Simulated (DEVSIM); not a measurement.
System: Ru/Al2O3/p-Si capacitor, at 300 K.

```csv
layer (left to right),material,thickness (nm),Na (cm⁻³)
1,Al2O3,23.0,-
2,Si,3000,3.6e16
```

Metal gate on the left, work function 4.7 eV. Fixed charge at the semiconductor interface -4.6e11 cm⁻² (in units of +e); no interface traps.

Constants are typed, rounded textbook-type inputs, not results; the design itself was drawn at random and stands for no fabricated device. Values at 300 K.

```tsv
parameter	Al2O3	Si
gap (eV)	6.8	1.124
affinity (eV)	1.35	4.05
permittivity	9	11.7
Nc (cm⁻³)	-	2.86e19
Nv (cm⁻³)	-	3.1e19
```

Model (solved in DEVSIM): 1D Poisson equation in equilibrium, Boltzmann statistics, complete ionisation; no quantum confinement or tunnelling. Metal contacts follow the ideal Schottky-Mott rule: no Fermi-level pinning, no interface dipoles.

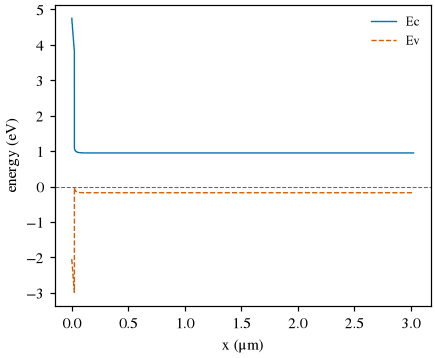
Figure. Band edges at -1.4 V on the gate

Energies count from the Fermi level of the right contact; mesh points crowd at the junctions.

| x (μm) | Ec (eV) | Ev (eV) | n (cm⁻³) | p (cm⁻³) | field (V/cm) |
|---|---|---|---|---|---|
| 0.000 | 4.750 | -2.050 | < 1e2 | < 1e2 | -410000 |
| 0.001475 | 4.690 | -2.110 | < 1e2 | < 1e2 | -410000 |
| 0.004632 | 4.561 | -2.239 | < 1e2 | < 1e2 | -410000 |
| 0.01138 | 4.285 | -2.515 | < 1e2 | < 1e2 | -410000 |
| 0.01961 | 3.949 | -2.851 | < 1e2 | < 1e2 | -410000 |
| 0.02210 | 3.847 | -2.953 | < 1e2 | < 1e2 | -410000 |
| 0.02331 | 1.100 | -0.024 | < 1e2 | 1.2e19 | -310000 |
| 0.02634 | 1.047 | -0.077 | < 1e2 | 1.6e18 | -110000 |
| 0.03234 | 1.008 | -0.116 | 340 | 3.4e17 | -43000 |
| 0.04632 | 0.974 | -0.150 | 1200 | 9.3e16 | -14000 |
| 0.07894 | 0.954 | -0.170 | 2700 | 4.3e16 | -2300 |
| 0.2025 | 0.949 | -0.175 | 3200 | 3.6e16 | ≈ 0 |
| 0.4432 | 0.949 | -0.175 | 3200 | 3.6e16 | ≈ 0 |
| 1.005 | 0.949 | -0.175 | 3200 | 3.6e16 | ≈ 0 |
| 2.262 | 0.949 | -0.175 | 3200 | 3.6e16 | ≈ 0 |
| 2.697 | 0.949 | -0.175 | 3200 | 3.6e16 | ≈ 0 |
| 2.884 | 0.949 | -0.175 | 3200 | 3.6e16 | ≈ 0 |
| 2.964 | 0.949 | -0.175 | 3200 | 3.6e16 | ≈ 0 |
| 3.005 | 0.949 | -0.175 | 3200 | 3.6e16 | ≈ 0 |
| 3.016 | 0.949 | -0.175 | 3200 | 3.6e16 | ≈ 0 |
| 3.021 | 0.949 | -0.175 | 3200 | 3.6e16 | ≈ 0 |
| 3.023 | 0.949 | -0.175 | 3200 | 3.6e16 | ≈ 0 |
